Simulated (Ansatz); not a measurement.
# C₂H₆MoO₃: one molecule under many settings

How do the results and run time of C₂H₆MoO₃ respond when the settings are drawn wide?

Computed with Ansatz 0.2.0, Gaussian basis. Level: the settings change from run to run.

## 1. The geometry

An earlier PBE0-D4 in a triple-zeta def2 set relaxation fixed the geometry. Mo takes a core potential in def2 sets; no spin-orbit term is included.

12 atoms, charge 0, spin multiplicity 1.

Atoms are counted from 1 here; the program's logs count them from 0.

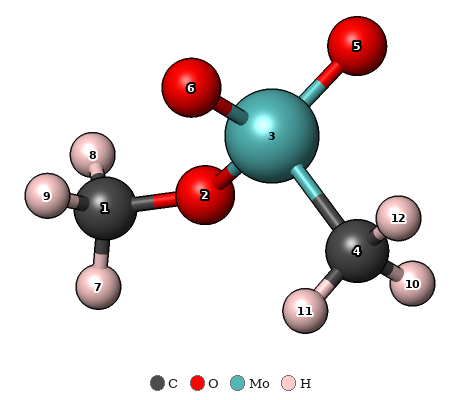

The structure; carbon dark grey, oxygen red, molybdenum teal, hydrogen pink; atoms are numbered from 1 in the order of the file.

## 2. LC-wPBE/x2c-TZVPPall

Options: charge +1, multiplicity 2, a point charge of 2.00 e beside it.

in.yaml reads:

```yaml
crystal:
  periodic: [false, false, false]
  atoms:
    - {symbol: C, position_ang: [0.060547, 0.136401, 2.320744]}
    - {symbol: O, position_ang: [-0.421148, 0.292316, 1.009675]}
    - {symbol: Mo, position_ang: [0.185351, 0.700161, -0.685028]}
    - {symbol: C, position_ang: [-0.327812, -0.888461, -1.964358]}
    - {symbol: O, position_ang: [-0.548302, 2.067692, -1.327966]}
    - {symbol: O, position_ang: [1.854924, 0.852111, -0.770944]}
    - {symbol: H, position_ang: [-0.425276, -0.733889, 2.768372]}
    - {symbol: H, position_ang: [-0.190048, 1.022263, 2.909700]}
    - {symbol: H, position_ang: [1.143936, -0.011783, 2.330805]}
    - {symbol: H, position_ang: [-1.414051, -1.010983, -1.963612]}
    - {symbol: H, position_ang: [0.150382, -1.806363, -1.612717]}
    - {symbol: H, position_ang: [0.008498, -0.674564, -2.980872]}
basis:
  gaussian: {orbitals: x2c-TZVPPall, point_charges: [{charge: 2.00, position_ang: [6.489, -0.712, -0.522]}]}
total_charge: 1
magnetization: {spin_polarized: true, initial_magnetization: 1}
hamiltonian: {xc: {name: LC-wPBE}}
```

Started as:

```
$ ansatz run in.yaml --threads 4 --pin off --events-out ev --progress --plain --max-ram 11315MiB
```

The log of the run:

```text
Functional definition: LC-wPBE
  name "LC-wPBE"
  cite "Vydrov & Scuseria, J. Chem. Phys. 125, 234109 (2006) doi:10.1063/1.2409292"
  cite "Heyd & Scuseria, J. Chem. Phys. 120, 7274 (2004) doi:10.1063/1.1668634"
  cite "Ernzerhof & Perdew, J. Chem. Phys. 109, 3313 (1998) doi:10.1063/1.476928"
  cite "Perdew, Burke & Ernzerhof, Phys. Rev. Lett. 77, 3865 (1996) doi:10.1103/PhysRevLett.77.3865"
  parent pbe
  parameter omega = 0.4/bohr
  exchange = pbe_x_sr(omega) + exact_x_lr(omega)
  correlation = pbe_c
1698 factors; their error is unknown
490 factors; integrals over basis functions are off by at most 3.1e-5 eV
mean field evaluation 1: about -118435.8838 eV, gradient 8.4e1 eV
mean field evaluation 2: about -118294.9472 eV, gradient 2.3e2 eV
mean field evaluation 4: about -118457.7234 eV, gradient 1.8e1 eV
mean field evaluation 8: about -118458.8234 eV, gradient 6.6e-1 eV
mean field evaluation 16: about -118459.0266 eV, gradient 2.2e-1 eV
mean field evaluation 32: about -118458.7533 eV, gradient 1.2e0 eV
mean field -118459.00060450 eV, -4353.2879778209 hartree, gradient 1.6e-5 eV, S^2 0.769379; 6 other end points of the search recorded, 0 dependent functions left out
reference -118459.00060451 eV, -4353.2879778213 hartree; 42, 41 occupied and 276, 277 virtual orbitals, 1698 factors
Total energy: -118459.00060451 eV, -4353.2879778213 hartree
Relativity: scalar
```

Run time: 16 s. Hardware: 4 threads of AMD EPYC 9R45, shared host; peak memory 1.9 GiB.

⟨S²⟩ 0.769.

## 3. B97/ANO-RCC-VTZP

Set apart from the defaults: atoms shaken by 0.08 Å.

in.yaml reads:

```yaml
crystal:
  periodic: [false, false, false]
  atoms:
    - {symbol: C, position_ang: [0.134352, 0.208252, 2.236509]}
    - {symbol: O, position_ang: [-0.451012, 0.360052, 0.911666]}
    - {symbol: Mo, position_ang: [0.126681, 0.741953, -0.775597]}
    - {symbol: C, position_ang: [-0.236760, -0.836377, -1.958765]}
    - {symbol: O, position_ang: [-0.611649, 2.002261, -1.262908]}
    - {symbol: O, position_ang: [1.806447, 0.923047, -0.682910]}
    - {symbol: H, position_ang: [-0.511363, -0.769850, 2.656491]}
    - {symbol: H, position_ang: [-0.303985, 0.988494, 2.902593]}
    - {symbol: H, position_ang: [1.121955, -0.125704, 2.342566]}
    - {symbol: H, position_ang: [-1.584214, -1.142569, -1.948435]}
    - {symbol: H, position_ang: [0.076350, -1.915670, -1.510995]}
    - {symbol: H, position_ang: [0.110933, -0.527995, -3.005420]}
basis:
  gaussian: {orbitals: ANO-RCC-VTZP}
hamiltonian: {xc: {name: B97}}
output: {forces: true}
```

Same command.

The log of the run, cut to the lines that bear on the results:

```text
Functional definition: B97
  name "B97"
  cite "Becke, J. Chem. Phys. 107, 8554 (1997) doi:10.1063/1.475007"
[...]
      + integral(e_c_pw_opposite_spin*poly(b97_u_opposite, cos0, cos1, cos2))
2142 factors; their error is unknown
[...]
mean field -118478.91746049 eV, -4354.0199087784 hartree, gradient 2.2e-5 eV, S^2 0.000000; 0 other end points of the search recorded, 0 dependent functions left out
[...]
reference -118478.91751531 eV, -4354.0199107930 hartree; 42, 42 occupied and 260, 260 virtual orbitals, 2142 factors
Total energy: -118478.91751531 eV, -4354.0199107930 hartree
Relativity: scalar
Atom 0 at     0.134352     0.208252     2.236509 Å, force    -5.803614    -2.613451     0.876677 eV/Å
Atom 1 at    -0.451012     0.360052     0.911666 Å, force     0.667919    -0.196988     2.241713 eV/Å
Atom 2 at     0.126681     0.741953    -0.775597 Å, force     5.472898    -7.908212     5.101793 eV/Å
Atom 3 at    -0.236760    -0.836377    -1.958765 Å, force    -3.811814    -4.308174    -1.056078 eV/Å
Atom 4 at    -0.611649     2.002261    -1.262908 Å, force    -5.053084     9.275085    -4.141562 eV/Å
Atom 5 at     1.806447     0.923047    -0.682910 Å, force     0.679996     0.507935    -0.485312 eV/Å
Atom 6 at    -0.511363    -0.769850     2.656491 Å, force     1.638212     2.129345    -0.821232 eV/Å
Atom 7 at    -0.303985     0.988494     2.902593 Å, force     1.141717    -0.102992    -0.604052 eV/Å
Atom 8 at     1.121955    -0.125704     2.342566 Å, force     1.694325     0.372347    -0.412103 eV/Å
Atom 9 at    -1.584214    -1.142569    -1.948435 Å, force     3.864907     1.417098    -0.407603 eV/Å
Atom 10 at     0.076350    -1.915670    -1.510995 Å, force     0.075800     2.616736    -1.405230 eV/Å
Atom 11 at     0.110933    -0.527995    -3.005420 Å, force    -0.567264    -1.188731     1.112990 eV/Å
Dipole moment:    -0.264702    -0.457896     0.334827 e Å
```

Run time: 13 s. Hardware: 4 threads of AMD EPYC 9R45, shared host; peak memory 1.8 GiB.

Largest force 11.345 eV/Å, dipole 3.01 D.

## 4. PBE-QIDH/def2-SVPD

This run has charge +1, multiplicity 2.

in.yaml reads:

```yaml
crystal:
  periodic: [false, false, false]
  atoms:
    - {symbol: C, position_ang: [0.060547, 0.136401, 2.320744]}
    - {symbol: O, position_ang: [-0.421148, 0.292316, 1.009675]}
    - {symbol: Mo, position_ang: [0.185351, 0.700161, -0.685028]}
    - {symbol: C, position_ang: [-0.327812, -0.888461, -1.964358]}
    - {symbol: O, position_ang: [-0.548302, 2.067692, -1.327966]}
    - {symbol: O, position_ang: [1.854924, 0.852111, -0.770944]}
    - {symbol: H, position_ang: [-0.425276, -0.733889, 2.768372]}
    - {symbol: H, position_ang: [-0.190048, 1.022263, 2.909700]}
    - {symbol: H, position_ang: [1.143936, -0.011783, 2.330805]}
    - {symbol: H, position_ang: [-1.414051, -1.010983, -1.963612]}
    - {symbol: H, position_ang: [0.150382, -1.806363, -1.612717]}
    - {symbol: H, position_ang: [0.008498, -0.674564, -2.980872]}
basis:
  gaussian: {orbitals: def2-SVPD}
total_charge: 1
magnetization: {spin_polarized: true, initial_magnetization: 1}
hamiltonian: {xc: {name: PBE-QIDH}}
output: {forces: true}
```

The command is unchanged.

The log of the run, cut to the lines that bear on the results:

```text
Functional definition: PBE-QIDH
  name "PBE-QIDH"
  cite "Brémond, Sancho-García, Pérez-Jiménez & Adamo, J. Chem. Phys. 141, 031101 (2014) doi:10.1063/1.4890314"
  cite "Perdew, Burke & Ernzerhof, Phys. Rev. Lett. 77, 3865 (1996) doi:10.1103/PhysRevLett.77.3865"
[...]
1868 factors; integrals over basis functions are off by at most 1.2e-3 eV
[...]
mean field -10125.54849966 eV, -372.1070440192 hartree, gradient 2.3e-6 eV, S^2 0.979071; 6 other end points of the search recorded, 0 dependent functions left out
5 core orbitals not correlated: weight in the atoms' cores, before any rotation towards them, 1.000 or more for the frozen orbitals, at most 0.000 for the correlated occupied ones
reference -10125.54851912 eV, -372.1070447345 hartree; 23, 22 occupied and 163, 164 virtual orbitals, 1868 factors
second order -40.37595446 eV of doubles, -0.00000000 eV of singles
[...]
Atom 2 at     0.185351     0.700161    -0.685028 Å, force    -0.276176    -3.592955     2.518165 eV/Å
Atom 3 at    -0.327812    -0.888461    -1.964358 Å, force     0.139756     0.484199     0.393714 eV/Å
Atom 4 at    -0.548302     2.067692    -1.327966 Å, force    -0.970648     2.334908    -1.111189 eV/Å
Atom 5 at     1.854924     0.852111    -0.770944 Å, force     0.387149     0.275608    -0.187947 eV/Å
Atom 6 at    -0.425276    -0.733889     2.768372 Å, force    -0.087436    -0.044009    -0.107007 eV/Å
Atom 7 at    -0.190048     1.022263     2.909700 Å, force    -0.088042     0.059884    -0.091016 eV/Å
Atom 8 at     1.143936    -0.011783     2.330805 Å, force     0.018993    -0.014678    -0.112554 eV/Å
Atom 9 at    -1.414051    -1.010983    -1.963612 Å, force    -0.231512     0.054392     0.106549 eV/Å
Atom 10 at     0.150382    -1.806363    -1.612717 Å, force     0.124930    -0.117600     0.173884 eV/Å
Atom 11 at     0.008498    -0.674564    -2.980872 Å, force     0.138894     0.170402    -0.182569 eV/Å
Dipole moment:    -0.071491    -0.355805     0.242304 e Å
```

Run time: 28 s. Hardware: 4 threads of AMD EPYC 9R45, shared host; peak memory 1.2 GiB.

Largest force 4.396 eV/Å, ⟨S²⟩ 0.979. The spin excess of 0.23 shows a contaminated determinant.

## 5. r2SCAN50/def2-TZVPD

Set apart from the defaults: atoms shaken by 0.08 Å, finite nuclei, D4 dispersion.

in.yaml reads:

```yaml
crystal:
  periodic: [false, false, false]
  atoms:
    - {symbol: C, position_ang: [0.090451, 0.220206, 2.284577]}
    - {symbol: O, position_ang: [-0.428629, 0.375124, 1.102377]}
    - {symbol: Mo, position_ang: [0.177888, 0.643545, -0.639964]}
    - {symbol: C, position_ang: [-0.243515, -0.921342, -1.975046]}
    - {symbol: O, position_ang: [-0.574876, 2.022221, -1.470268]}
    - {symbol: O, position_ang: [1.885509, 0.792010, -0.748192]}
    - {symbol: H, position_ang: [-0.431498, -0.615634, 2.787536]}
    - {symbol: H, position_ang: [-0.230021, 1.083370, 2.991155]}
    - {symbol: H, position_ang: [1.209430, -0.020946, 2.505530]}
    - {symbol: H, position_ang: [-1.626695, -1.064396, -1.959663]}
    - {symbol: H, position_ang: [0.077239, -1.906771, -1.576623]}
    - {symbol: H, position_ang: [-0.074500, -0.717329, -2.982901]}
basis:
  gaussian: {orbitals: def2-TZVPD, nuclear_model: gaussian}
hamiltonian: {xc: {name: r2SCAN50}, dispersion: d4}
```

Launched as before.

The log of the run, cut to the lines that bear on the results:

```text
Functional definition: r2SCAN50
  name "r2SCAN50"
  cite "Bursch, Neugebauer, Ehlert & Grimme, J. Chem. Phys. 156, 134105 (2022) doi:10.1063/5.0086040"
  cite "Furness, Kaplan, Ning, Perdew & Sun, J. Phys. Chem. Lett. 11, 8208 (2020) doi:10.1021/acs.jpclett.0c02405"
  cite "Furness, Kaplan, Ning, Perdew & Sun, J. Phys. Chem. Lett. 11, 9248 (2020) doi:10.1021/acs.jpclett.0c03077"
  parent r2scan
[...]
1814 factors; their error is unknown
[...]
mean field -10164.13984332 eV, -373.5252497405 hartree, gradient 5.2e-5 eV, S^2 0.000000; 0 other end points of the search recorded, 0 dependent functions left out
reference -10164.13985763 eV, -373.5252502663 hartree; 28, 28 occupied and 260, 260 virtual orbitals, 1814 factors
Total energy: -10164.23359865 eV, -373.5286951856 hartree
```

Wall time 3.2 s (4 threads of AMD EPYC 9R45, shared host); peak memory 0.74 GiB.

## 6. PBE-QIDH/def2-mTZVPP

Options: density fitting with def2-universal-jkfit, a grid of angular degree 11.

in.yaml reads:

```yaml
crystal:
  periodic: [false, false, false]
  atoms:
    - {symbol: C, position_ang: [0.060547, 0.136401, 2.320744]}
    - {symbol: O, position_ang: [-0.421148, 0.292316, 1.009675]}
    - {symbol: Mo, position_ang: [0.185351, 0.700161, -0.685028]}
    - {symbol: C, position_ang: [-0.327812, -0.888461, -1.964358]}
    - {symbol: O, position_ang: [-0.548302, 2.067692, -1.327966]}
    - {symbol: O, position_ang: [1.854924, 0.852111, -0.770944]}
    - {symbol: H, position_ang: [-0.425276, -0.733889, 2.768372]}
    - {symbol: H, position_ang: [-0.190048, 1.022263, 2.909700]}
    - {symbol: H, position_ang: [1.143936, -0.011783, 2.330805]}
    - {symbol: H, position_ang: [-1.414051, -1.010983, -1.963612]}
    - {symbol: H, position_ang: [0.150382, -1.806363, -1.612717]}
    - {symbol: H, position_ang: [0.008498, -0.674564, -2.980872]}
basis:
  gaussian: {orbitals: def2-mTZVPP, fitting: {mean_field: def2-universal-jkfit}, final_grid: {core_spheres: 5, valence_spheres: 4, degree: 11}}
hamiltonian: {xc: {name: PBE-QIDH}}
output: {forces: true}
```

Launched as before.

The log of the run, cut to the lines that bear on the results:

```text
Functional definition: PBE-QIDH
  name "PBE-QIDH"
  cite "Brémond, Sancho-García, Pérez-Jiménez & Adamo, J. Chem. Phys. 141, 031101 (2014) doi:10.1063/1.4890314"
  cite "Perdew, Burke & Ernzerhof, Phys. Rev. Lett. 77, 3865 (1996) doi:10.1103/PhysRevLett.77.3865"
[...]
744 factors; integrals over basis functions are off by at most 1.2e0 eV
[...]
mean field -10144.49584942 eV, -372.8033462800 hartree, gradient 9.8e-6 eV, S^2 0.000000; 0 other end points of the search recorded, 0 dependent functions left out
5 core orbitals not correlated: weight in the atoms' cores, before any rotation towards them, 1.000 or more for the frozen orbitals, at most 0.000 for the correlated occupied ones
reference -10144.49586891 eV, -372.8033469961 hartree; 23, 23 occupied and 145, 145 virtual orbitals, 744 factors
second order -43.61847434 eV of doubles, -0.00000000 eV of singles
[...]
Atom 2 at     0.185351     0.700161    -0.685028 Å, force    -0.710153    -1.417628     0.293347 eV/Å
Atom 3 at    -0.327812    -0.888461    -1.964358 Å, force    -0.041136    -0.169588    -0.209654 eV/Å
Atom 4 at    -0.548302     2.067692    -1.327966 Å, force    -0.620398     1.370156    -0.651661 eV/Å
Atom 5 at     1.854924     0.852111    -0.770944 Å, force     1.538335     0.253063    -0.100945 eV/Å
Atom 6 at    -0.425276    -0.733889     2.768372 Å, force     0.070869     0.143033    -0.105595 eV/Å
Atom 7 at    -0.190048     1.022263     2.909700 Å, force     0.044319    -0.120345    -0.095818 eV/Å
Atom 8 at     1.143936    -0.011783     2.330805 Å, force    -0.173945     0.030613    -0.029601 eV/Å
Atom 9 at    -1.414051    -1.010983    -1.963612 Å, force     0.152656    -0.005028     0.003135 eV/Å
Atom 10 at     0.150382    -1.806363    -1.612717 Å, force    -0.067639     0.084117    -0.080026 eV/Å
Atom 11 at     0.008498    -0.674564    -2.980872 Å, force    -0.063318    -0.063640     0.080307 eV/Å
Dipole moment:    -0.121110    -0.487764     0.504999 e Å
```

It took 1.8 s on 4 threads of AMD EPYC 9R45, shared host; peak memory 0.51 GiB.

Largest force 1.639 eV/Å, dipole 3.42 D.

## 7. rPW86-PBE/def2-SVP

This run has rVV10 dispersion.

in.yaml: that of step 6 with these lines changed.

```diff
@@ -16,4 +16,3 @@
 basis:
-  gaussian: {orbitals: def2-mTZVPP, fitting: {mean_field: def2-universal-jkfit}, final_grid: {core_spheres: 5, valence_spheres: 4, degree: 11}}
-hamiltonian: {xc: {name: PBE-QIDH}}
-output: {forces: true}
+  gaussian: {orbitals: def2-SVP}
+hamiltonian: {xc: {name: rPW86-PBE}, dispersion: rvv10}
```

Same command.

The log of the run, cut to the lines that bear on the results:

```text
Functional definition: rPW86-PBE+rVV10
  name "rPW86-PBE+rVV10"
  cite "Murray, Lee & Langreth, J. Chem. Theory Comput. 5, 2754 (2009) doi:10.1021/ct900365q"
  cite "Perdew, Burke & Ernzerhof, Phys. Rev. Lett. 77, 3865 (1996) doi:10.1103/PhysRevLett.77.3865"
  cite "Vydrov & Van Voorhis, J. Chem. Phys. 133, 244103 (2010) doi:10.1063/1.3521275"
  cite "Sabatini, Gorni & de Gironcoli, Phys. Rev. B 87, 041108(R) (2013) doi:10.1103/PhysRevB.87.041108"
  parent "pbe"
[...]
1396 factors; their error is unknown
[...]
mean field -10180.48273276 eV, -374.1258398499 hartree, gradient 7.7e-5 eV, S^2 0.000000; 0 other end points of the search recorded, 0 dependent functions left out
reference -10180.48289567 eV, -374.1258458368 hartree; 28, 28 occupied and 103, 103 virtual orbitals, 1396 factors
Total energy: -10180.48289567 eV, -374.1258458368 hartree
```

Wall time 2.6 s (4 threads of AMD EPYC 9R45, shared host); peak memory 0.28 GiB.

## 8. revPBE/STO-3G

in.yaml: that of step 7 with these lines changed.

```diff
@@ -16,3 +16,4 @@
 basis:
-  gaussian: {orbitals: def2-SVP}
-hamiltonian: {xc: {name: rPW86-PBE}, dispersion: rvv10}
+  gaussian: {orbitals: STO-3G}
+hamiltonian: {xc: {name: revPBE}}
+output: {forces: true}
```

The command is unchanged.

The log of the run, cut to the lines that bear on the results:

```text
Functional definition: revPBE
  name "revPBE"
  cite "Zhang & Yang, Phys. Rev. Lett. 80, 890 (1998) doi:10.1103/PhysRevLett.80.890"
  cite "Perdew, Burke & Ernzerhof, Phys. Rev. Lett. 77, 3865 (1996) doi:10.1103/PhysRevLett.77.3865"
[...]
781 factors; integrals over basis functions are off by at most 3.3e-4 eV
[...]
mean field -115352.25572258 eV, -4239.1172092376 hartree, gradient 7.5e-5 eV, S^2 0.000000; 0 other end points of the search recorded, 0 dependent functions left out
[...]
reference -115352.25575666 eV, -4239.1172104901 hartree; 42, 42 occupied and 16, 16 virtual orbitals, 781 factors
Total energy: -115352.25575666 eV, -4239.1172104901 hartree
Atom 0 at     0.060547     0.136401     2.320744 Å, force     0.437379    -0.056130     0.311447 eV/Å
Atom 1 at    -0.421148     0.292316     1.009675 Å, force    -0.958279     0.608678    -2.800510 eV/Å
Atom 2 at     0.185351     0.700161    -0.685028 Å, force    -0.185637    -0.691940     0.931608 eV/Å
Atom 3 at    -0.327812    -0.888461    -1.964358 Å, force     0.143980     0.453246     0.396488 eV/Å
Atom 4 at    -0.548302     2.067692    -1.327966 Å, force     0.267597     0.294174     0.109646 eV/Å
Atom 5 at     1.854924     0.852111    -0.770944 Å, force     0.017181     0.475441    -0.125105 eV/Å
Atom 6 at    -0.425276    -0.733889     2.768372 Å, force    -0.384130    -0.858817     0.651672 eV/Å
Atom 7 at    -0.190048     1.022263     2.909700 Å, force    -0.140302     0.828567     0.833694 eV/Å
Atom 8 at     1.143936    -0.011783     2.330805 Å, force     1.093877    -0.181083     0.376678 eV/Å
Atom 9 at    -1.414051    -1.010983    -1.963612 Å, force    -0.509284    -0.249007    -0.120289 eV/Å
Atom 10 at     0.150382    -1.806363    -1.612717 Å, force     0.116345    -0.562998     0.016151 eV/Å
Atom 11 at     0.008498    -0.674564    -2.980872 Å, force     0.101273    -0.060130    -0.581480 eV/Å
Dipole moment:    -0.017051    -0.169630     0.477596 e Å
```

Wall time 0.65 s (4 threads of AMD EPYC 9R45, shared host).

Largest force 3.022 eV/Å, dipole 2.44 D.

## 9. The runs in one table

| level | charge | multiplicity | geometry | functions | energy (eV) | time |
| --- | --- | --- | --- | --- | --- | --- |
| LC-wPBE/x2c-TZVPPall | 1 | 2 | relaxed, point charge | 318 | -118459.001 | 16 s |
| B97/ANO-RCC-VTZP | 0 | 1 | shaken | 302 | -118478.918 | 13 s |
| PBE-QIDH/def2-SVPD | 1 | 2 | relaxed | 191 | -10139.007 | 28 s |
| r2SCAN50/def2-TZVPD | 0 | 1 | shaken | 288 | -10164.234 | 3.2 s |
| PBE-QIDH/def2-mTZVPP | 0 | 1 | relaxed | 173 | -10159.035 | 1.8 s |
| rPW86-PBE/def2-SVP | 0 | 1 | relaxed | 131 | -10180.483 | 2.6 s |
| revPBE/STO-3G | 0 | 1 | relaxed | 58 | -115352.256 | 0.65 s |

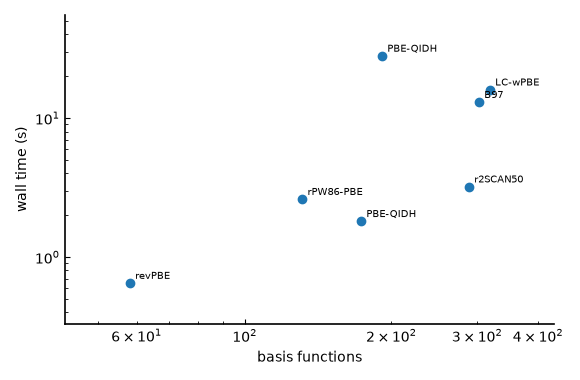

Wall time against the number of basis functions (shared host).

## 10. Results

| quantity | value |
| --- | --- |
| runs | 7 |
| quickest | revPBE/STO-3G, 0.65 s |
| slowest | PBE-QIDH/def2-SVPD, 28 s |
| spread of total energies, same state and geometry | 105193.2 eV |
| dipole, same state and geometry | 2.44 to 3.42 D |

PBE-QIDH/def2-SVPD took 43 times as long as revPBE/STO-3G. The jobs differ in tasks and options as well as level. The totals spread over 105193 eV; they can't be compared across methods or bases. At the PBE0-D4/def2-TZVP geometry and in the same state, the sound runs without point charges leave forces up to 3.02 eV/Å (revPBE/STO-3G), against 11.3 eV/Å where the atoms were moved.
